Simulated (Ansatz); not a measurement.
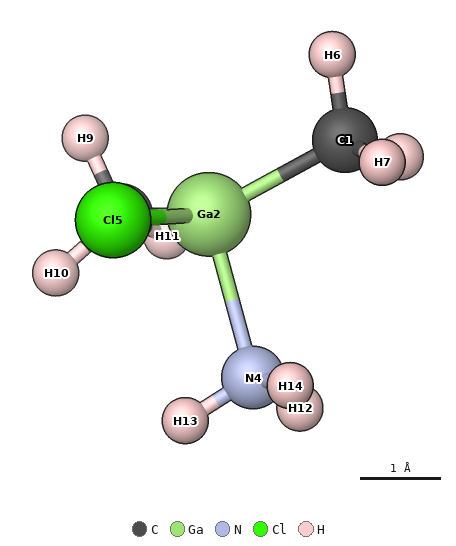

Figure 1. The structure (ball-and-stick view, seen at a tilt; atoms are numbered from 1 in the order of the input). Sticks mark near contacts.

# C2H9ClGaN: single-point calculation

System: C2H9ClGaN.
Method: RKS PBE0-D4/def2-TZVPP (Ansatz 0.2.0).

The geometry comes from this level: PBE0-D4/def2-TZVP.

### The program's output
```
Functional definition: PBE0
  name "PBE0"
  cite "Adamo & Barone, J. Chem. Phys. 110, 6158 (1999) doi:10.1063/1.478522"
  cite "Perdew, Burke & Ernzerhof, Phys. Rev. Lett. 77, 3865 (1996) doi:10.1103/PhysRevLett.77.3865"
  parent pbe
  parameter a = 0.25
  parameter kappa = 0.804
  parameter beta = 0.06672455060314922
  exchange = (1 - a)*pbe_x(kappa = kappa, mu = beta*pi^2/3) + a*exact_x
  correlation = pbe_c(beta = beta)
1784 factors; their error is unknown
mean field evaluation 1: about -68585.6344 eV, gradient 8.7e1 eV
mean field evaluation 2: about -68579.2235 eV, gradient 1.0e2 eV
mean field evaluation 4: about -68600.7048 eV, gradient 3.8e0 eV
mean field evaluation 8: about -68600.7258 eV, gradient 3.2e-2 eV
mean field evaluation 16: about -68600.9377 eV, gradient 4.3e-5 eV
mean field -68600.93765984 eV, -2521.0379596136 hartree, gradient 4.3e-5 eV, S^2 0.000000; 0 other end points of the search recorded, 0 dependent functions left out
reference -68600.93769615 eV, -2521.0379609479 hartree; 38, 38 occupied and 271, 271 virtual orbitals, 1784 factors
Total energy: -68601.21126232 eV, -2521.0480143192 hartree
```

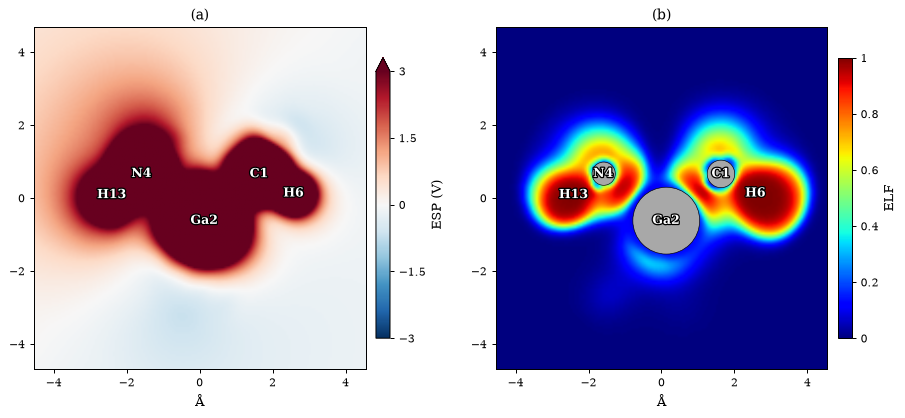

Figure 2. (a) electrostatic potential; (b) ELF on the plane of atoms C1, Ga2 and N4. Grey discs, where drawn, cover atomic cores. C–Ga (1.97 Å): the ELF peaks at about 0.95 in the valence shell of C, 0.7 Å from its nucleus, and is about 0.55 at the midpoint. Ga–N (2.15 Å): the ELF peaks at about 0.95 in the valence shell of N, 0.6 Å from its nucleus, and is about 0.35 at the midpoint. N–H (1.01 Å): the ELF climbs to about 1 towards the hydrogen, as it does in any bond to H; a covalent bond by its length.

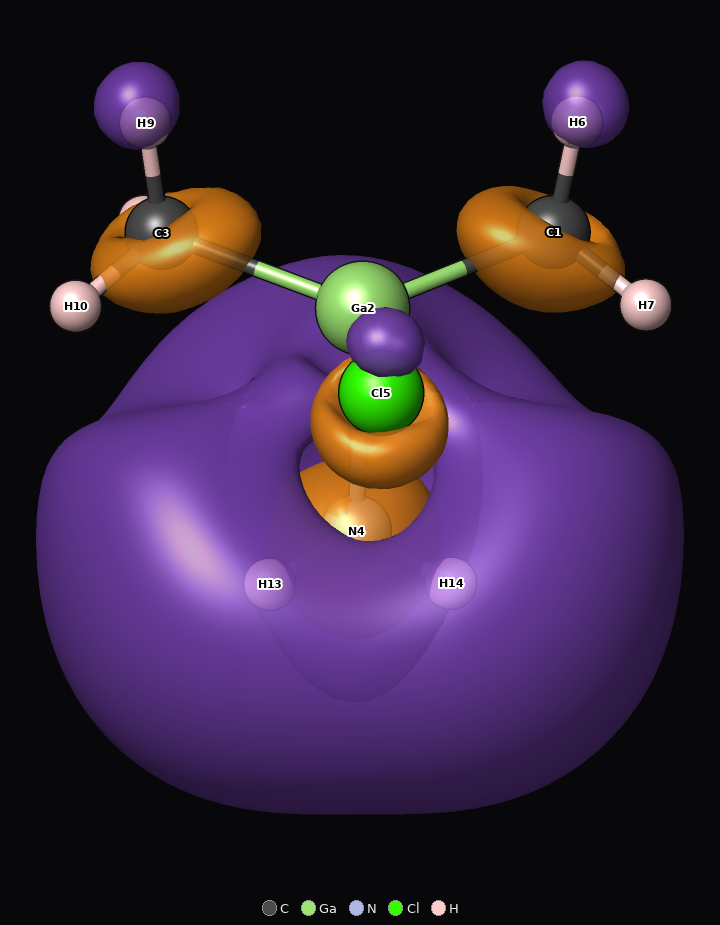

Figure 3. The LUMO at ±0.06 Å⁻³ᐟ² (orange and purple are the two phases), seen at a tilt. Its weight (Hirshfeld) is mainly on H12 (25 %), N4 (15 %), H13 (15 %), H14 (15 %) and Ga2 (10 %). Its energy is −0.13 eV.

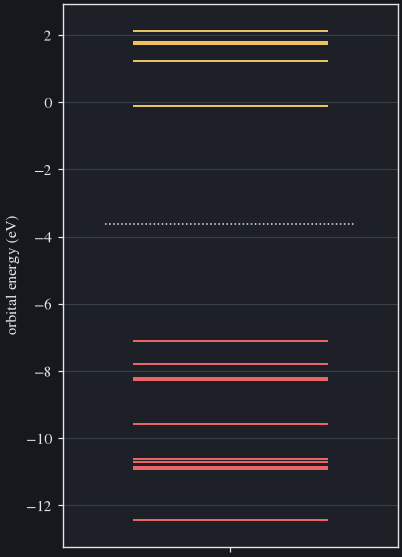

Figure 4. Orbital energies near the frontier; the dotted line parts filled from empty levels, and levels within 0.02 eV of each other stand side by side. Highest filled −7.12 eV, lowest empty −0.13 eV, 6.99 eV apart.

This output came from the following input.

### Input
```yaml
crystal:
  periodic: [false, false, false]
  atoms:
    - {symbol: C, position_ang: [-1.792844, 0.854699, 0.212074]}
    - {symbol: Ga, position_ang: [0.141412, 0.491312, 0.080824]}
    - {symbol: C, position_ang: [1.308124, -0.244371, 1.490874]}
    - {symbol: N, position_ang: [0.232091, -1.020577, -1.438060]}
    - {symbol: Cl, position_ang: [1.198591, 1.950822, -1.227812]}
    - {symbol: H, position_ang: [-1.972565, 1.697080, 0.883954]}
    - {symbol: H, position_ang: [-2.211005, 1.118713, -0.761838]}
    - {symbol: H, position_ang: [-2.342197, -0.004274, 0.607076]}
    - {symbol: H, position_ang: [1.440206, 0.488636, 2.289983]}
    - {symbol: H, position_ang: [2.299330, -0.481548, 1.098050]}
    - {symbol: H, position_ang: [0.884617, -1.147274, 1.939267]}
    - {symbol: H, position_ang: [-0.169006, -1.921462, -1.202757]}
    - {symbol: H, position_ang: [1.208140, -1.151487, -1.681485]}
    - {symbol: H, position_ang: [-0.237797, -0.659472, -2.261351]}
basis:
  gaussian: {orbitals: def2-TZVPP}
hamiltonian: {xc: pbe0, dispersion: d4}
output: {orbitals: {seedname: orbitals}}
```

Run as:
```bash
ansatz run in.yaml --threads 4 --pin off --events-out ev --progress --plain --max-ram 11315MiB
```

### Key numbers

| quantity | value |
| --- | --- |
| outcome | converged |
| total energy | −68601.2113 eV |
| mean-field energy | −68600.9377 eV |
| dispersion energy | −0.2736 eV |
| SCF solution under orbital rotations | stable |
| HOMO | −7.12 eV |
| LUMO | −0.13 eV |
| hardware | 4 threads of Arm Neoverse V2, 23 GiB of memory available, shared host |
| wall time | 5.5 s (CPU time 20 s) |
| peak memory | 1.1 GiB |
